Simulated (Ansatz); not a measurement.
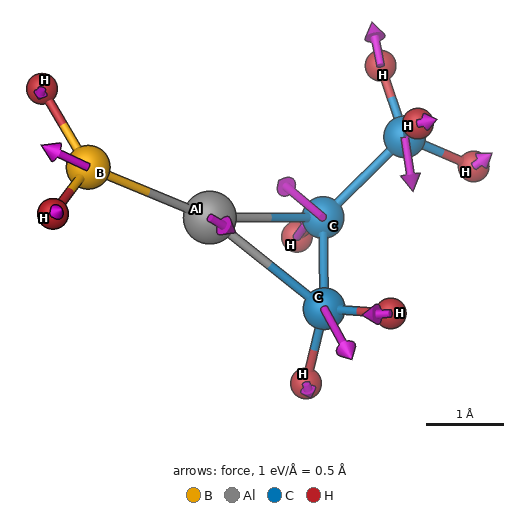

Starting geometry of C3H8AlB (coarse preliminary run) with the computed forces as purple arrows. Style: ball-and-stick. Shown at a tilt.

The start comes from a force field.

These are results of RKS PBE-D4/def2-SVP in Ansatz 0.2.0, not measurements. (force threshold 0.03 eV/Å; at most 200 steps)

Question: Is this structure relaxed? If not, where do the atoms go?

Answer: It isn't relaxed: the largest force vector, on a C atom, is 2.68 eV/Å. The final displacements have little in common with the starting forces (cosine between the two patterns 0.14). An H atom moves most after the best rigid fit: 1.40 Å. Largest moves by element: H 1.40 Å, C 0.10 Å, B 0.09 Å, Al 0.06 Å. Among the contacts that change: C–H 1.178 → 1.108 Å, C–C 1.465 → 1.508 Å, C–H 1.070 → 1.108 Å, Al–C 1.988 → 2.023 Å. Among the angles between lasting bonds that change: H–C–H 112.6° → 106.4°, C–C–H 108.0° → 112.3°, C–C–H 106.7° → 110.9°. Groups turn about Al–B by about 85°. After 12 accepted moves (14 points after the start) the energy has fallen by 1.001 eV. Largest force component: 2.4 eV/Å at the start, 0.019 eV/Å at the end. The line search rejected the trial steps at points 9, 12 of the run.
